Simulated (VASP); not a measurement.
Band structure of TiN (space group Fm-3m). Method: PBE GGA, VASP's PBE PAW potentials (set 64) (plane waves; VASP).

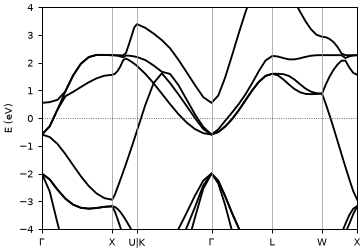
Figure. Bands along high-symmetry lines, zero at the valence-band maximum or, without a gap, the Fermi level

Task: Read the plot: is there a gap, and where are the band edges?

Result: It has no gap at this level: it comes out as a metal or semimetal.

The structure comes from a computed database's TiN entry; how it stands against other phases isn't given here. The cell was not relaxed at this level. The electron count is odd and the run is not spin-polarised, which forces a metal.
